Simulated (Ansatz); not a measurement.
**SnO (tin(ii) oxide): r2SCAN/STO-3G**

What is the vertical singlet–triplet gap of SnO (tin(ii) oxide) at r2SCAN/STO-3G? 

Program for the calculation: Ansatz 0.2.0.

55 further runs of the same task are left out: 20 that didn't finish, 35 set aside as unsound or not needed.

### Step 1. The system as given

SnO has 2 atoms, charge 0, and is taken as a singlet. SMILES: `[O]=[Sn]`. The shape comes from GFN2-xTB, which is rough for such elements, and wasn't checked as a minimum.

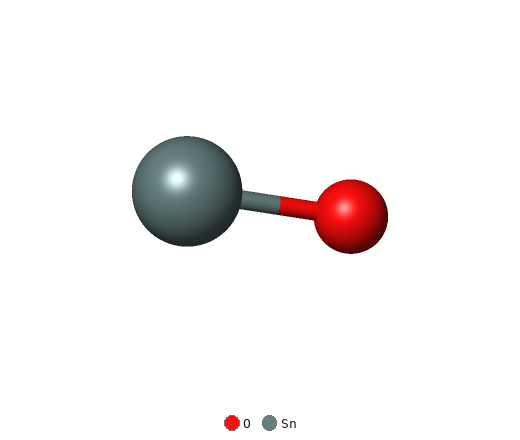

The structure, seen from a chosen angle (oxygen red, tin teal).

### Step 2. The energy at r2SCAN/STO-3G

The input, run.yaml:

```yaml
basis:
  gaussian: {orbitals: STO-3G}
crystal:
  periodic: [false, false, false]
  atoms:
    - {symbol: O, position_ang: [0.000000, 0.000000, 0.000000]}
    - {symbol: Sn, position_ang: [0.000000, 0.000000, 1.803580]}
hamiltonian: {xc: r2scan}
accuracy: high
```

Run with:

```
$ ansatz run run.yaml --threads 1 --pin off --max-ram 2610MiB --events-out events.jsonl --progress --plain --runs-dir runs
```

Output:

```text
Warning: RAYON_NUM_THREADS=1 ignored (pool sized by the plan → 1); use --threads N
Functional definition: r2SCAN
  name "r2SCAN"
  parameter k0 = 0.174
  parameter k1 = 0.065
  parameter a1 = 4.9479
  exchange = r2scan_x(k0 = k0, k1 = k1, a1 = a1)
  correlation = r2scan_c
568 factors; integrals over basis functions are off by at most 5.0e-9 eV
mean field evaluation 1: about -164340.4151 eV, gradient 3.7e1 eV
mean field evaluation 2: about -164230.7258 eV, gradient 1.3e2 eV
mean field evaluation 4: about -164343.1434 eV, gradient 3.0e1 eV
mean field evaluation 8: about -164346.6553 eV, gradient 9.9e-2 eV
mean field evaluation 16: about -164346.6563 eV, gradient 1.7e-6 eV
mean field -164346.65634619 eV, -6039.6282225580 hartree, gradient 1.1e-8 eV, S^2 0.000000; 0 other end points of the search recorded, 0 dependent functions left out
reference -164346.65634647 eV, -6039.6282225681 hartree; 29, 29 occupied and 3, 3 virtual orbitals, 568 factors
Total energy: -164346.65634647 eV, -6039.6282225681 hartree
```

Wall time 3.6 s (1 thread of Arm Neoverse V2, shared host); peak memory 0.12 GiB.

### Step 3. The triplet, same level

The input, molecule.yaml:

```yaml
crystal:
  periodic: [false, false, false]
  atoms:
    - {symbol: O, position_ang: [0.000000, 0.000000, 0.000000]}
    - {symbol: Sn, position_ang: [0.000000, 0.000000, 1.803580]}
basis:
  gaussian:
    orbitals: STO-3G
magnetization:
  spin_polarized: true
  initial_magnetization: 2
hamiltonian:
  xc: r2scan
accuracy: high
```

Run with:

```
$ ansatz run molecule.yaml --threads 1 --pin off --max-ram 2610MiB --events-out events.jsonl --progress --plain --runs-dir runs
```

Output (excerpt; [...] marks lines left out):

```text
Warning: RAYON_NUM_THREADS=1 ignored (pool sized by the plan → 1); use --threads N
Functional definition: r2SCAN
  name "r2SCAN"
[...]
568 factors; integrals over basis functions are off by at most 5.0e-9 eV
[...]
mean field -164343.38836215 eV, -6039.5081263596 hartree, gradient 3.7e-8 eV, S^2 2.005144; 11 other end points of the search recorded, 0 dependent functions left out
reference -164343.38836273 eV, -6039.5081263806 hartree; 30, 28 occupied and 2, 4 virtual orbitals, 568 factors
Total energy: -164343.38836273 eV, -6039.5081263806 hartree
```

Wall time 53 s (1 thread of Arm Neoverse V2, shared host); peak memory 0.2 GiB.

### Step 4. Results

Level: r2SCAN/STO-3G.

| quantity | value |
| --- | --- |
| singlet: total energy | -6039.62822 Eh |
| triplet: total energy | -6039.50813 Eh |
| triplet: ⟨S²⟩ | 2.005 |
| vertical energy of the triplet above the singlet | 3.268 eV |

What this shows: At this shape the triplet lies 3.27 eV (75 kcal/mol) above the singlet. In a minimal basis such a difference can be off by several eV, whatever the method. Relativity is left out (singlet) although the molecule holds a heavy atom. Relativity is left out (triplet) although the molecule holds a heavy atom.
